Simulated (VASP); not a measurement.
Band structure of Li2O (antifluorite). These are PBEsol GGA, VASP's PBE PAW potentials (set 64) (plane waves; VASP) values and carry that method's errors.

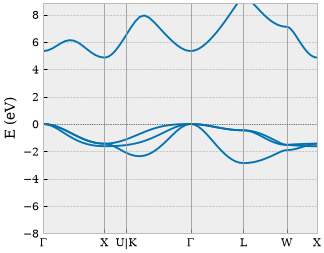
Bands along high-symmetry lines, zero at the valence-band maximum or, without a gap, the Fermi level

Q: Read the plot: is there a gap, and where are the band edges?

A: The gap is indirect, 4.86 eV, from the valence maximum at Γ to the conduction minimum at X. (Edges off the drawn lines would not show.)

Measured: gap 8.00 eV (computed value off by -3.14 eV), as given by Das et al., (2018), arXiv:1807.05623.

The compound is Li2O in the antifluorite structure. It was relaxed first.
